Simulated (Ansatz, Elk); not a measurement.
# Bonding as seen by X-rays: CsY3

Structure refinements treat a crystal as free atoms side by side. For a made-up structure of CsY3 (cell and positions from a PBEsol relaxation) the runs below show what the calculated density changes in F(hkl).

Calculated with Elk 11.2.3 (patched build); DFT, PBE, all-electron APW+lo, Dirac cores, scalar-relativistic bands, static density, no spin.

The structure was built from a prototype and need not be the compound's stable phase.

### Step 1. The structure

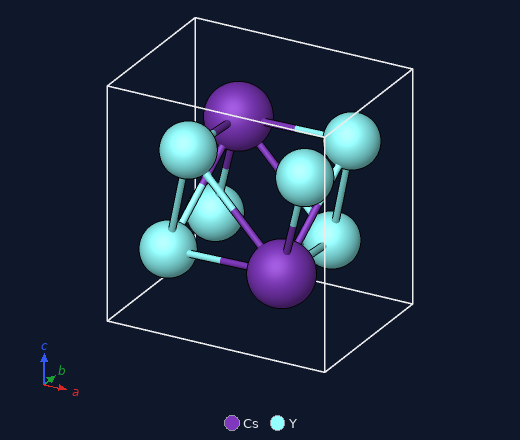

The cell as given, slightly off an axis (caesium purple, yttrium teal).

### Step 2. Ground state and structure factors

An all-electron density is needed, since X-rays see the cores too. Task 0 finds the density and task 195 Fourier-transforms it; tshift is off so that phases refer to the origin typed.

File elk.in:

```
tasks
  0
  195

xctype
  20

spinpol
  .false.

rgkmax
  7.0

gmaxvr
  14.0

lmaxo
  7

lmaxapw
  8

swidth
  0.002

tshift
  .false.

ramdisk
  .false.

hmaxvr
  5.5

maxscl
  120

epspot
  1e-06

sppath
  './'

avec
  14.32081699790 -0.00000000000 -0.00000000000
  -7.16040849895 12.40219132313 0.00000000000
  -0.00000000000 -0.00000000000 10.99637937649

atoms
  2
  'Cs.in'
  2
  0.3333333333 0.6666666667 0.7500000000   0.000000 0.000000 0.000000
  0.6666666667 0.3333333333 0.2500000000   0.000000 0.000000 0.000000
  'Y.in'
  6
  0.1546476643 0.3092953285 0.2500000000   0.000000 0.000000 0.000000
  0.1546476643 0.8453523357 0.2500000000   0.000000 0.000000 0.000000
  0.6907046715 0.8453523357 0.2500000000   0.000000 0.000000 0.000000
  0.8453523357 0.6907046715 0.7500000000   0.000000 0.000000 0.000000
  0.8453523357 0.1546476643 0.7500000000   0.000000 0.000000 0.000000
  0.3092953285 0.1546476643 0.7500000000   0.000000 0.000000 0.000000

ngridk
  4 4 4
```

Command:

```console
$ OMP_NUM_THREADS=4 elk
```

Numbers of over 12 decimals in the logs are rounded to 6 here.

Log:

```text
┌─────────────────────────┐
│ Elk code version 11.2.3 │
└─────────────────────────┘

All units are atomic (Hartree, Bohr, etc.)

┌─────────────────────────────────────────────────┐
│ Ground-state run starting from atomic densities │
└─────────────────────────────────────────────────┘

Lattice vectors :
   14.32081700      -0.000000000      -0.000000000
  -7.160408499       12.40219132       0.000000000
  -0.000000000      -0.000000000       10.99637938

Reciprocal lattice vectors :
  0.4387448920      0.2533094815       0.000000000
   0.000000000      0.5066189630       0.000000000
   0.000000000       0.000000000      0.5713867349

Unit cell volume      :    1953.061578
Brillouin zone volume :   0.1270058334

Muffin-tin inner radius fraction :   0.1000000000E-01

Nuclei treated as point charges

Species : 1 (Cs)
 parameters loaded from : Cs.in
 name : caesium
 nuclear charge    :   -55.00000000
 electronic charge :    55.00000000
 atomic mass :    242271.8146
 muffin-tin radius :    2.800000000
 number of radial points in muffin-tin :   1393
 inner part over the whole radius :   0.9975634425E-02
 number on inner part of muffin-tin    :    996
 approximate nuclear radius :   0.9115647269E-04
 number of mesh points to nuclear radius :    503
 atomic positions (lattice), magnetic fields (Cartesian) :
  1 :   0.33333333 -0.33333333 -0.25000000    0.00000000  0.00000000  0.00000000
  2 :  -0.33333333  0.33333333  0.25000000    0.00000000  0.00000000  0.00000000

Species : 2 (Y)
 parameters loaded from : Y.in
 name : yttrium
 nuclear charge    :   -39.00000000
 electronic charge :    39.00000000
 atomic mass :    162065.4503
 muffin-tin radius :    2.600000000
 number of radial points in muffin-tin :   1193
 inner part over the whole radius :   0.9871815862E-02
 number on inner part of muffin-tin    :    847
 approximate nuclear radius :   0.8135895711E-04
 number of mesh points to nuclear radius :    416
 atomic positions (lattice), magnetic fields (Cartesian) :
  1 :   0.15464766  0.30929533  0.25000000    0.00000000  0.00000000  0.00000000
  2 :   0.15464766 -0.15464766  0.25000000    0.00000000  0.00000000  0.00000000
  3 :  -0.30929533 -0.15464766  0.25000000    0.00000000  0.00000000  0.00000000
  4 :  -0.15464766 -0.30929533 -0.25000000    0.00000000  0.00000000  0.00000000
  5 :  -0.15464766  0.15464766 -0.25000000    0.00000000  0.00000000  0.00000000
  6 :   0.30929533  0.15464766 -0.25000000    0.00000000  0.00000000  0.00000000

Total number of atoms per unit cell :    8
Total muffin-tin volume :    625.6377050
 ratio of muffin-tin to unit cell volume :   0.3203369069

Spin treatment :
 spin-unpolarised

Number of Bravais lattice symmetries :   24
Number of crystal symmetries         :   24
Crystal has inversion symmetry
Real symmetric eigensolver will be used

k-point grid :      4     4     4
k-point offset :    0.000000000       0.000000000       0.000000000
k-point set is reduced with full crystal symmetry group
Total number of k-points :       12

Muffin-tin radius times maximum |G+k| :    7.000000000
 using average radius
Maximum |G+k| for APW functions       :    2.641509434
Maximum (1/2)|G+k|²                   :    3.488786045
Maximum |G| for potential and density :    14.00000000
Constant for pseudocharge density :   10
 order of it for each species :   17  17
 order of it for pair densities of each species (exact exchange by exxq0 0: 18) :   11   9
Radial integration step length :    1

G-vector grid sizes :     64    64    50
Number of G-vectors :    90445

Maximum angular momentum used for
 APW functions            :    8
 outer part of muffin-tin :    7
 inner part of muffin-tin :    2

Total nuclear charge    :   -344.0000000
Total core charge       :    240.0000000
Total valence charge    :    104.0000000
Total excess charge     :    0.000000000
Total electronic charge :    344.0000000

Effective Wigner radius, rₛ :    1.106682294

Number of empty states         :     32
Total number of valence states :     85
[...]
electron-nuclear            :     -80167.837403849
 Hartree                     :      11229.105324658
 Madelung                    :     -43512.036146201
 xc potential                :     -1371.8730683387
 exchange                    :     -1025.6742083953
 correlation                 :     -17.778446373435
 electron entropic           :    -0.34179740471036E-02
 total energy                :     -35896.844464539

Density of states at Fermi energy :    226.4421099
 (states/Hartree/unit cell)

Estimated indirect band gap :   0.3587295286E-02
 from k-point 5 to k-point 5
Estimated direct band gap   :   0.3587295286E-02
 at k-point 5

Charges :
 core                        :    240.0000000
 valence                     :    104.0000000
 interstitial                :    17.57898338
 muffin-tins (core leakage)
  species : 1 (Cs)
[...]
species : 2 (Y)
[...]
total in muffin-tins        :    326.4210166
 total calculated charge     :    343.9998811
 total charge                :    344.0000000
 error                       :   0.1188575232E-03

RMS change in Kohn-Sham potential (target) :   0.1155715209     (  0.1000000000E-05)
Absolute change in total energy (target)   :   0.2024620745     (  0.1000000000E-03)

[... loops 3 to 15 left out ...]

┌──────────────────┐
│ Loop number : 16 │
└──────────────────┘

Energies :
 Fermi                       :     0.220977
 sum of occupied eigenvalues :     -21575.854799215
 electron kinetic            :      37547.414010691
 core electron kinetic       :      36728.739000050
 Coulomb                     :     -72398.350069306
 Coulomb potential           :     -57762.422372373
 nuclear-nuclear             :     -3457.5245927920
 electron-nuclear            :     -80178.136929804
 Hartree                     :      11237.311453290
 Madelung                    :     -43517.138883119
 xc potential                :     -1360.8464375331
 exchange                    :     -1025.9295158841
 correlation                 :     -17.780702426056
 electron entropic           :    -0.42792340297435E-02
 total energy                :     -35894.650556159

Density of states at Fermi energy :    311.8789580
 (states/Hartree/unit cell)

Estimated indirect band gap :   0.4272030896E-03
 from k-point 7 to k-point 7
Estimated direct band gap   :   0.4272030896E-03
 at k-point 7

Charges :
 core                        :    240.0000000
 valence                     :    104.0000000
 interstitial                :    17.22449985
 muffin-tins (core leakage)
  species : 1 (Cs)
[...]
species : 2 (Y)
[...]
total in muffin-tins        :    326.7755001
 total calculated charge     :    343.9998993
 total charge                :    344.0000000
 error                       :   0.1007053738E-03

RMS change in Kohn-Sham potential (target) :   0.3351296799E-07 (  0.1000000000E-05)
Absolute change in total energy (target)   :   0.4503766831E-04 (  0.1000000000E-03)

Convergence targets achieved

┌──────────────────┐
│ Loop number : 17 │
└──────────────────┘

Energies :
 Fermi                       :     0.220977
 sum of occupied eigenvalues :     -21575.854793668
 electron kinetic            :      37547.414018127
 core electron kinetic       :      36728.739007068
 Coulomb                     :     -72398.350072607
 Coulomb potential           :     -57762.422374693
 nuclear-nuclear             :     -3457.5245927920
 electron-nuclear            :     -80178.136933254
 Hartree                     :      11237.311453439
 Madelung                    :     -43517.138885261
 xc potential                :     -1360.8464371015
 exchange                    :     -1025.9295159468
 correlation                 :     -17.780702411529
 electron entropic           :    -0.42792341986266E-02
 total energy                :     -35894.650552073

Density of states at Fermi energy :    311.8789681
 (states/Hartree/unit cell)

Estimated indirect band gap :   0.4271969770E-03
 from k-point 7 to k-point 7
Estimated direct band gap   :   0.4271969770E-03
 at k-point 7

Charges :
 core                        :    240.0000000
 valence                     :    104.0000000
 interstitial                :    17.22449955
 muffin-tins (core leakage)
  species : 1 (Cs)
[...]
species : 2 (Y)
[...]
atom 4                    :    36.76175586     (  0.8582406171E-05)
   atom 5                    :    36.76175586     (  0.8582406171E-05)
   atom 6                    :    36.76175586     (  0.8582406171E-05)
 total in muffin-tins        :    326.7755005
 total calculated charge     :    343.9998993
 total charge                :    344.0000000
 error                       :   0.1007053673E-03

┌──────────────────────────────┐
│ Self-consistent loop stopped │
└──────────────────────────────┘

Wrote STATE.OUT
```

Wall time 42 s (4 threads of AMD EPYC 9B45 (Zen 5), shared host); peak memory 0.47 GiB.

SFACRHO.OUT:

```text

h k l indices transformed by vhmat matrix:
   1.000000000       0.000000000       0.000000000    
   0.000000000       1.000000000       0.000000000    
   0.000000000       0.000000000       1.000000000    

      h      k      l  multipl.   |H|            Re(F)            Im(F)           |F|

      0      0      0      1   0.0000000       344.00000     -0.20589696E-15   344.00000    
      1     -1      0      6  0.50661896       4.1315940      0.13552087E-13   4.1315940    
      0      0      1      2  0.57138673      0.86254923E-13  0.13552087E-13  0.87313062E-13
      0      1     -1      6  0.76363969       36.037706      0.30492196E-13   36.037706    
      0      1      1      6  0.76363969      -36.037706     -0.23716152E-13   36.037706    
     -1      2      0      6  0.87748978       32.954080     -0.95571705E-13   32.954080    
     -2      2      0      6   1.0132379      -142.88608     -0.24393757E-12   142.88608    
      1      1     -1     12   1.0471252      0.34727223E-13  0.10164065E-13  0.36184088E-13
      0      0      2      2   1.1427735      -282.15602     -0.23544679E-15   282.15602    
     -2      2      1      6   1.1632428      -239.84990     -0.41842069E-12   239.84990    
     -2      0      1      6   1.1632428       239.84990      0.19650526E-12   239.84990    
      0      1      2      6   1.2500376      -2.6266069      -0.0000000       2.6266069    
      1     -1     -2      6   1.2500376      -2.6266069     -0.67760435E-14   2.6266069    
      3     -2      0     12   1.3403878      -45.390572     -0.20328131E-13   45.390572    
      1     -2     -2     12   1.4408052      -28.908223     -0.79845396E-13   28.908223    
     -1      3     -1     12   1.4570938       6.1775011     -0.91476588E-13   6.1775011    
      1      2      1     12   1.4570938      -6.1775011      0.33880218E-14   6.1775011    
     -3      0      0      6   1.5198569       22.300978     -0.18972922E-12   22.300978
```

Elk indexes on the primitive cell of elk.in and gives |H| = 4π sin θ/λ in inverse bohr. Below, one row stands for each form hkl of the conventional cell (m members, Friedel mates merged), F is for one primitive cell and the density is static (no thermal factor). Free-atom factors are Waasmaier and Kirfel's, and R is Σm||F|−|F'||/Σm|F|.

| hkl | m | sin θ/λ (Å⁻¹) | abs F, DFT | neutral atoms | diff. |
| --- | --- | --- | --- | --- | --- |
| 100 | 6 | 0.076 | 4.132 | 3.846 | +0.286 |
| 001 | 2 | 0.086 | 0.000 | 0.000 | +0.000 |
| 101 | 12 | 0.115 | 36.038 | 36.144 | -0.106 |
| 110 | 6 | 0.132 | 32.954 | 32.988 | -0.034 |
| 200 | 6 | 0.152 | 142.886 | 143.035 | -0.149 |
| 111 | 12 | 0.158 | 0.000 | 0.000 | +0.000 |
| 002 | 2 | 0.172 | 282.156 | 282.921 | -0.765 |
| 201 | 12 | 0.175 | 239.850 | 240.303 | -0.453 |
| 102 | 12 | 0.188 | 2.627 | 2.916 | -0.290 |
| 210 | 12 | 0.202 | 45.391 | 45.351 | +0.040 |
| 112 | 12 | 0.217 | 28.908 | 28.796 | +0.113 |
| 211 | 24 | 0.219 | 6.178 | 6.030 | +0.148 |
| 300 | 6 | 0.229 | 22.301 | 22.301 | +0.000 |
| 202 | 12 | 0.230 | 127.928 | 127.878 | +0.050 |

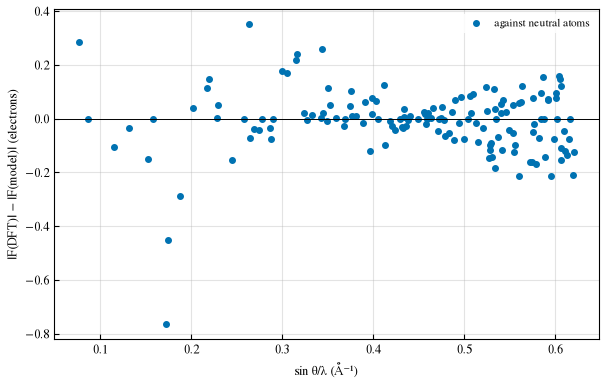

Difference between the calculated structure factors and the independent-atom ones.

### Step 3. The highest occupied states alone

An energy window below the Fermi level keeps the highest occupied states, to see at which angles they scatter; shallow core shells can lie inside it and anion s states outside. No new self-consistency is needed.

Edit elk.in of step 2 so:

```diff
@@ -1,3 +1,2 @@
 tasks
-  0
   195
@@ -40,2 +39,5 @@
 
+wsfac
+  -0.220010 0.520980
+
 sppath
```

Command:

```console
$ OMP_NUM_THREADS=4 elk
```

Log:

```text
┌─────────────────────────────────┐
│ Elk code version 11.2.3 started │
└─────────────────────────────────┘

Info(readinput): the functional depends on the density's gradient
 muffin-tin radial points multiplied by    2.00000
 (not where nrmtscf is given)

┌────────────────────┐
│ Current task : 195 │
└────────────────────┘

Info(sfacrho): density structure factors written to SFACRHO.OUT

 Energy window :  -0.2200100000      0.5209800000

┌──────────────────┐
│ Elk code stopped │
└──────────────────┘
```

It took 19 s on 4 threads; peak memory 0.29 GiB; 21 s of CPU time.

States within 12 eV below the Fermi level hold 32.00 electrons; any levels below the window count with the cores. Their amplitudes can exceed the total, where window and core parts have opposite phase:

| hkl | sin θ/λ (Å⁻¹) | abs F, window | abs F, all |
| --- | --- | --- | --- |
| 100 | 0.076 | 2.236 | 4.132 |
| 001 | 0.086 | 0.000 | 0.000 |
| 101 | 0.115 | 5.147 | 36.038 |
| 110 | 0.132 | 5.252 | 32.954 |
| 200 | 0.152 | 3.068 | 142.886 |
| 111 | 0.158 | 0.000 | 0.000 |
| 002 | 0.172 | 4.019 | 282.156 |
| 201 | 0.175 | 3.463 | 239.850 |
| 102 | 0.188 | 1.580 | 2.627 |
| 210 | 0.202 | 1.248 | 45.391 |

### Step 4. Another functional

The difference from free atoms is small, so it is set against the change that LDA (Perdew-Wang) makes.

Edit elk.in of step 3 so:

```diff
@@ -1,2 +1,3 @@
 tasks
+  0
   195
@@ -4,3 +5,3 @@
 xctype
-  20
+  3
 
@@ -39,5 +40,2 @@
 
-wsfac
-  -0.220010 0.520980
-
 sppath
```

Command:

```console
$ OMP_NUM_THREADS=4 elk
```

Log:

```text
┌─────────────────────────┐
│ Elk code version 11.2.3 │
└─────────────────────────┘

All units are atomic (Hartree, Bohr, etc.)

┌─────────────────────────────────────────────────┐
│ Ground-state run starting from atomic densities │
└─────────────────────────────────────────────────┘

Lattice vectors :
   14.32081700      -0.000000000      -0.000000000
  -7.160408499       12.40219132       0.000000000
  -0.000000000      -0.000000000       10.99637938

Reciprocal lattice vectors :
  0.4387448920      0.2533094815       0.000000000
[...]
valence                     :    104.0000000
 interstitial                :    17.16542203
 muffin-tins (core leakage)
  species : 1 (Cs)
[...]
species : 2 (Y)
[...]
atom 5                    :    36.77309693     (  0.3778139853E-05)
   atom 6                    :    36.77309693     (  0.3778139853E-05)
 total in muffin-tins        :    326.8345780
 total calculated charge     :    343.9999359
 total charge                :    344.0000000
 error                       :   0.6413118115E-04

┌──────────────────────────────┐
│ Self-consistent loop stopped │
└──────────────────────────────┘

Wrote STATE.OUT
[key lines of the parts left out:]
total energy                :     -35859.766252778
```

Run time: 26 s. Hardware: 4 threads; peak memory 0.35 GiB.

Against the first run R = 0.03 %; the largest change is -0.057 at 220.

### Step 5. Basis size

A smaller basis shows how fast F responds to it; the change is likely larger than the basis error of the first run, but doesn't show convergence.

Edit elk.in of step 4 so:

```diff
@@ -5,3 +5,3 @@
 xctype
-  3
+  20
 
@@ -11,3 +11,3 @@
 rgkmax
-  7.0
+  5.5
```

Command:

```console
$ OMP_NUM_THREADS=4 elk
```

Log:

```text
┌─────────────────────────┐
│ Elk code version 11.2.3 │
└─────────────────────────┘

All units are atomic (Hartree, Bohr, etc.)

┌─────────────────────────────────────────────────┐
│ Ground-state run starting from atomic densities │
└─────────────────────────────────────────────────┘

Lattice vectors :
   14.32081700      -0.000000000      -0.000000000
  -7.160408499       12.40219132       0.000000000
  -0.000000000      -0.000000000       10.99637938

Reciprocal lattice vectors :
  0.4387448920      0.2533094815       0.000000000
[...]
valence                     :    104.0000000
 interstitial                :    17.68658289
 muffin-tins (core leakage)
  species : 1 (Cs)
[...]
species : 2 (Y)
[...]
atom 5                    :    36.69717729     (  0.8552623274E-05)
   atom 6                    :    36.69717729     (  0.8552623274E-05)
 total in muffin-tins        :    326.3134171
 total calculated charge     :    343.9996531
 total charge                :    344.0000000
 error                       :   0.3468709118E-03

┌──────────────────────────────┐
│ Self-consistent loop stopped │
└──────────────────────────────┘

Wrote STATE.OUT
[key lines of the parts left out:]
total energy                :     -35894.420282395
```

Run time: 38 s. Hardware: 4 threads; peak memory 0.43 GiB.

Against the first run R = 0.03 %; the largest change is -0.179 at 002.

### Step 6. Settings against the effect

| run | R against the first run (%) | R against neutral atoms, low angle (%) | wall time |
| --- | --- | --- | --- |
| PBE, rgkmax 7 | 0.00 | 0.22 | 42 s |
| LDA (Perdew-Wang) | 0.03 | 0.20 | 26 s |
| rgkmax 5.5 | 0.03 | 0.24 | 38 s |

### Step 7. Summary of results

```
R against neutral atoms, sin θ/λ < 0.3 Å⁻¹ : 0.22 %
R against neutral atoms, 0.3 to 0.62 Å⁻¹   : 0.14 %
```

**Reading.** Independent neutral atoms miss the calculated amplitudes by R = 0.22 % below 0.3 Å⁻¹ and 0.14 % from there to 0.62 Å⁻¹; by shells, 0.49 % below 0.15 Å⁻¹ (3 forms), 0.20 % 0.15 to 0.3 (17 forms), 0.08 % 0.3 to 0.45 (36 forms), 0.16 % above 0.45 (77 forms). Bonding, aspherical density and the tables' own atoms all enter these figures, and the runs don't part them. The largest change of an amplitude is -0.76 electrons, at 002. The window's part falls from 32.0 electrons at the origin to at most 0.32 between 0.45 and 0.62 Å⁻¹. The window holds more than the 20 outer electrons of the free atoms, so shallow core shells lie inside it. Below 0.3 Å⁻¹ the changes that finished (LDA (Perdew-Wang) and rgkmax 5.5) move F by R = 0.05 % at most, against the 0.22 % that separates it from free atoms. The k-mesh has no finished test. Part of the difference isn't bonding: the tables are fits to free atoms and ions calculated by other methods than this functional. Thermal motion, anomalous dispersion and extinction are left out.

[Logs are printed without paths, hosts, clocks, repeated set-up lines and the standing remarks that a program may print on its own settings, such as how far it seeks lower states.]

[Hosts, paths, dates, database ids (printed as entryN), source tags and the programs' standing remarks are cut or masked in the printed files.]
